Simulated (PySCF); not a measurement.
# How the numerical set-up moves the result for GaCl

Which parts of the numerical set-up matter for GaCl? Each run edits the base script.

The runs use PySCF 2.14.0; each script names its method and basis.

**1. The starting structure**

GaCl: 2 atoms, charge 0, spin multiplicity 1.

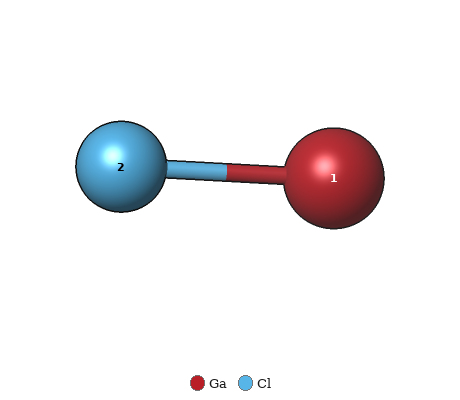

As it starts; gallium red, chlorine blue; atoms are numbered from 1 in the order of the file.

**2. The base run**

The input, input.py:

```python
from pyscf import gto, scf, mp

mol = gto.M(
    atom='Ga 0 0 0; Cl 0 0 2.284',
    basis='sbkjc',
    ecp={'Ga': 'sbkjc', 'Cl': 'sbkjc'},
    charge=0,
    spin=0,
    verbose=4,
)
mf = scf.RHF(mol)
mf.kernel()
mp.MP2(mf, frozen=4).kernel()
mf.dip_moment()
print('orbital energies (hartree):', mf.mo_energy[..., max(0, mol.nelec[1]-3):mol.nelec[0]+3].round(4))
```

Command:

```bash
$ python input.py
```

Its log is not repeated here.

Base result: E(SCF) = -271.911170 Eh, 12 cycles, E(MP2) − E(SCF) = -0.27087 Eh, μ = 3.96 D (of the SCF density).

The bond length is a typed value, not an optimised one.

**3. Crenbl**

Edit 1 changes basis set: sbkjc → crenbl; frozen orbitals: 4 → none. The core potential changes with it: totals don't compare.

The input, input.py:

```python
from pyscf import gto, scf, mp

mol = gto.M(
    atom='Ga 0 0 0; Cl 0 0 2.284',
    basis='crenbl',
    ecp={'Ga': 'crenbl', 'Cl': 'crenbl'},
    charge=0,
    spin=0,
    verbose=4,
)
mf = scf.RHF(mol)
mf.kernel()
mp.MP2(mf).kernel()
mf.dip_moment()
print('orbital energies (hartree):', mf.mo_energy[..., max(0, mol.nelec[1]-3):mol.nelec[0]+3].round(4))
```

Command:

```bash
$ python input.py
```

**4. Cc-pvdz-dk (core potential off, X2C on)**

Edit 2 changes basis set: sbkjc → cc-pvdz-dk; core potential: on → off; spin-free X2C: off → on; frozen orbitals: 4 → 14. The core potential changes with it: totals don't compare.

The input, input.py:

```python
from pyscf import gto, scf, mp

mol = gto.M(
    atom='Ga 0 0 0; Cl 0 0 2.284',
    basis='cc-pvdz-dk',
    charge=0,
    spin=0,
    verbose=4,
)
mf = scf.RHF(mol)
mf = mf.sfx2c1e()
mf.kernel()
mp.MP2(mf, frozen=14).kernel()
mf.dip_moment()
print('orbital energies (hartree):', mf.mo_energy[..., max(0, mol.nelec[1]-3):mol.nelec[0]+3].round(4))
```

**Question.** What will these runs give? Wanted: for each run, E(SCF); from base; gap; SCF dipole; after the SCF.

The runs gave:

| run | E(SCF) (hartree) | from base (eV) | cycles | gap (eV) | SCF dipole (D) | functions | after the SCF |
| --- | --- | --- | --- | --- | --- | --- | --- |
| base | -271.911170 | 0 | 12 | 10.75 | 3.96 | 39 | MP2 correlation -7.371 eV, core frozen |
| crenbl | -92.336715 | not comparable | 9 | 10.42 | 3.97 | 48 | MP2 correlation -9.804 eV |
| cc-pvdz-dk (core potential off, X2C on) | -2403.101231 | not comparable | 9 | 10.65 | 3.20 | 45 | MP2 correlation -5.294 eV, core frozen |

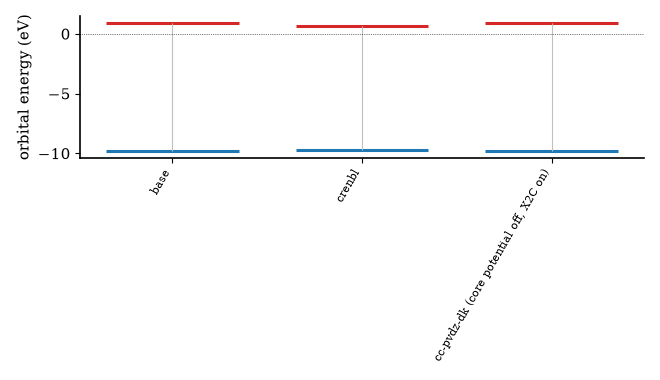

Highest filled (blue) and lowest empty (red) level of each run.

In words: Total energies from different bases, Hamiltonians or methods carry different errors, so properties are taken as differences within one set-up.
